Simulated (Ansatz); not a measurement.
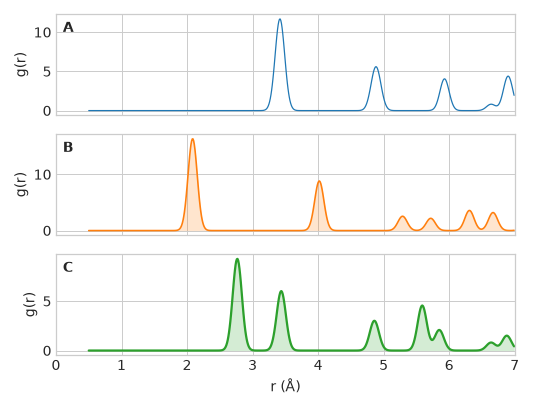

Element-resolved g(r), computed from the atomic positions of GaMoO, each distance broadened by a Gaussian of σ = 0.07 Å. Basis of the simulation: the geometry relaxed with Ansatz 0.2.0, DFT, PAW plane waves, pbe; the starting structure was generated, so it need not be a known form of this composition.

```cif
data_structure
_symmetry_space_group_name_H-M 'P 1'
_symmetry_Int_Tables_number 1
_cell_length_a 3.4382
_cell_length_b 3.4382
_cell_length_c 6.6419
_cell_angle_alpha 90.000
_cell_angle_beta 90.000
_cell_angle_gamma 90.000
_cell_volume 78.52
loop_
_atom_site_label
_atom_site_type_symbol
_atom_site_fract_x
_atom_site_fract_y
_atom_site_fract_z
_atom_site_occupancy
Mo1 Mo 0.00000 0.50000 0.17927 1
Mo2 Mo 0.50000 0.00000 0.82073 1
O1 O 0.00000 0.00000 0.00000 1
O2 O 0.50000 0.50000 0.00000 1
Ga1 Ga 0.00000 0.50000 0.59917 1
Ga2 Ga 0.50000 0.00000 0.40083 1
```

> Which pair of elements belongs to which panel?

panel A is Mo–Mo (first distance 3.40 Å); panel B is Mo–O (first distance 2.09 Å); panel C is Ga–Ga (first distance 2.77 Å).

> Give the first two coordination shells of each pair (distances closer than 0.12 Å counted as one shell; neighbours averaged over all atoms of the first element).

| pair | first shell (Å) | neighbours in it | second shell (Å) | neighbours in the second |
| --- | --- | --- | --- | --- |
| Mo–Mo | 3.40–3.44 | 8 Mo per Mo | 4.86–4.91 | 8 |
| Mo–O | 2.09 | 4 O per Mo | 4.02 | 8 |
| Ga–Ga | 2.77 | 4 Ga per Ga | 3.44 | 4 |
